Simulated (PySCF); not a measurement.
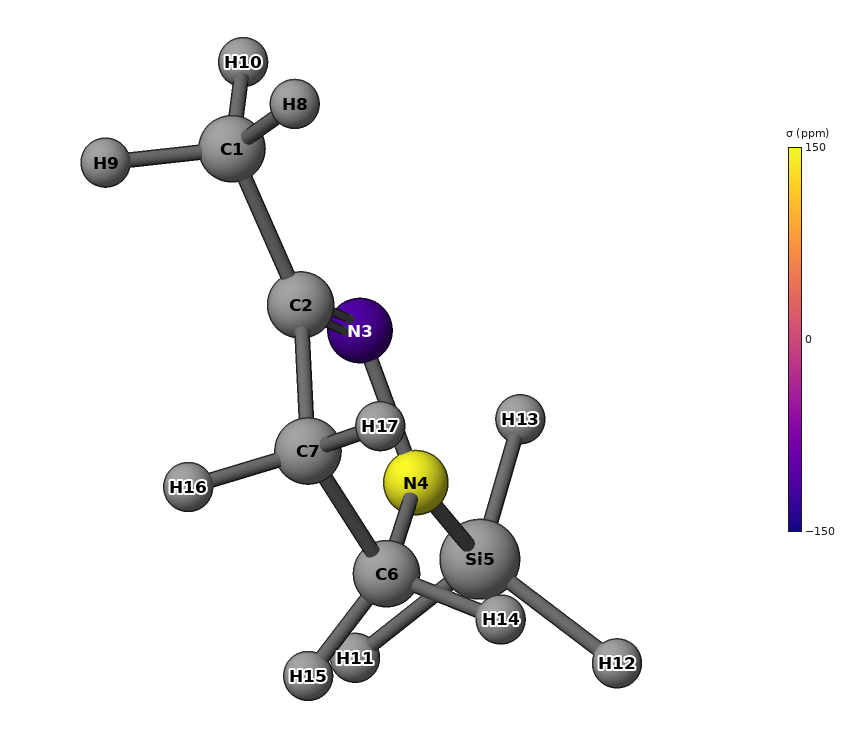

Atoms are coloured by their isotropic NMR shieldings (N only, the others grey). Computed geometry: GFN2-xTB optimisation. No frequency run is at hand to confirm it as a minimum. Level of theory: GIAO PBE0/pcSseg-1 NMR shielding, non-relativistic, gas phase (PySCF 2.14.0).

List the isotropic NMR shieldings of the N atoms.

```
atom  σ (ppm)
  N3   −109.7
  N4    143.4
```

The geometry is semi-empirical. Around Si such bond lengths and angles can be off by a tenth of an ångström or more and by several degrees, and values that hang on the shape move with them.
